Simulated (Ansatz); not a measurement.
Process, species as SMILES: FCF + 2 [H][H] (H2) → C (CH4) + 2 F (HF)
B3LYP-D3(BJ)/def2-TZVP geometries, fixed; electronic energies without zero-point terms.
Largest species:
```xyz
5

C      0.0044     0.0053     0.5043
F     -0.0170     1.1024    -0.3021
F      0.0119    -1.1085    -0.2792
H     -0.9025    -0.0002     1.1113
H      0.9218     0.0234     1.0951
```

Basis-set convergence of the energy of full hydrogenation at HF with Ansatz (a program for electronic structure). All functions are spherical. No added dispersion term, no relativity. Functions are those of the species that has most. Reference: the value in aug-pcseg-3, -44.34 kcal/mol, itself unsure by roughly 0.08 kcal/mol (its mean distance from aug-cc-pVQZ, cc-pV5Z, def2-QZVPPD). Deviations are taken from unrounded values.

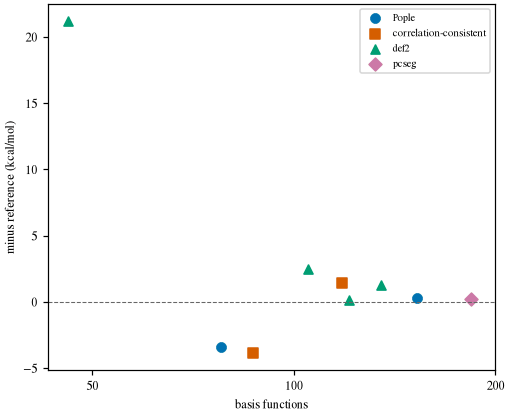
Figure. Deviation from the reference against the number of basis functions, by family of sets.

| basis | functions | energy of full hydrogenation (kcal/mol) | minus reference (kcal/mol) |
|---|---|---|---|
| def2-SV(P) | 46 | -23.12 | 21.22 |
| 6-311+G** | 78 | -47.75 | -3.42 |
| aug-cc-pVDZ | 87 | -48.21 | -3.88 |
| def2-TZVP | 105 | -41.83 | 2.51 |
| cc-pVTZ | 118 | -42.94 | 1.40 |
| def2-TZVPP | 121 | -44.17 | 0.17 |
| def2-TZVPD | 135 | -43.08 | 1.26 |
| 6-311++G(3df,3pd) | 153 | -44.05 | 0.29 |
| aug-pcseg-2 | 184 | -44.14 | 0.20 |
